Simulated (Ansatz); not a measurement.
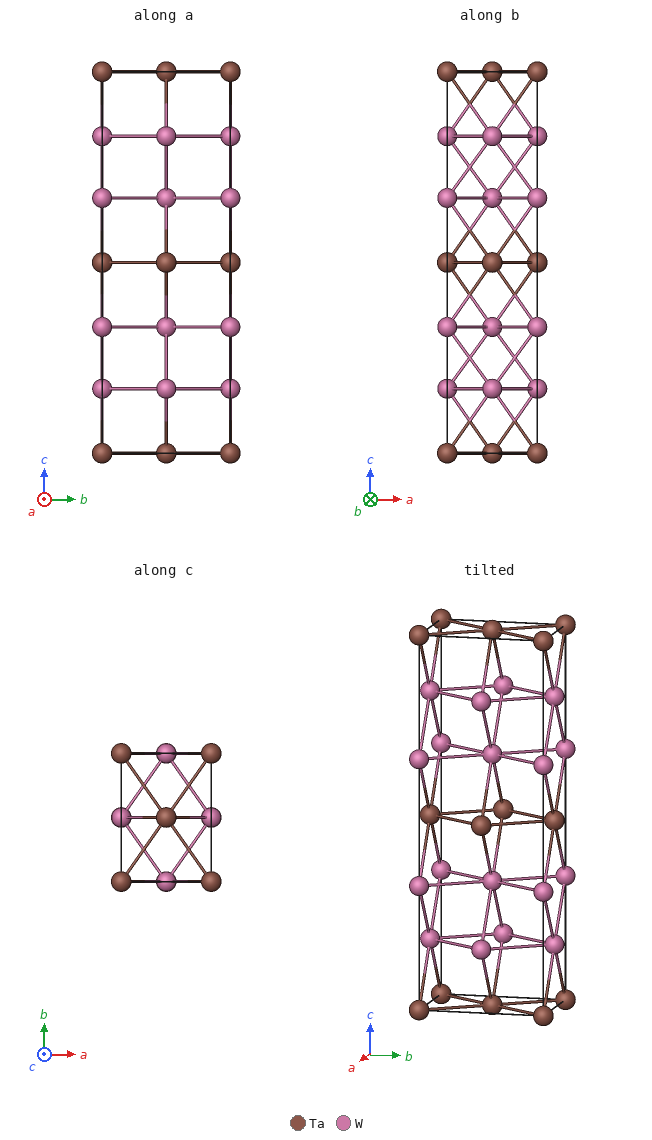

A ball-and-stick rendering, viewed along the a axis, along the b axis, along the c axis and slightly off an axis. The edges of the conventional unit cell are marked.

Lattice parameters: a = 3.215 Å, b = 4.578 Å, c = 13.620 Å, α = 90.00°, β = 90.00°, γ = 90.00°. Put a along x and b in the xy plane.

### Give the structure in the form of a POSCAR file, with free fractional coordinates to two decimals.

```
Ta W
1.0
     3.215    0.000    0.000
     0.000    4.578    0.000
     0.000    0.000   13.620
Ta W
4 8
Direct
  0.00 0.00 0.00
  0.00 0.50 0.50
  0.50 0.00 0.50
  0.50 0.50 0.00
  0.50 0.00 0.17
  0.00 0.00 0.33
  0.50 0.50 0.67
  0.00 0.50 0.83
  0.00 0.00 0.67
  0.50 0.00 0.83
  0.00 0.50 0.17
  0.50 0.50 0.33
```

The cell started as a structure type filled with these elements by a generator (whether the compound takes this form wasn't checked). Earlier steps of the study, as a rule a relaxation of our own, may have changed the cell and positions, so they can lie some per cent off the listed ones. A calculation with Ansatz used it as input.

At this level of theory the run's own cell isn't at rest (stretched, at -8 GPa), so its distances can differ from those at equilibrium, the more so the softer the solid.
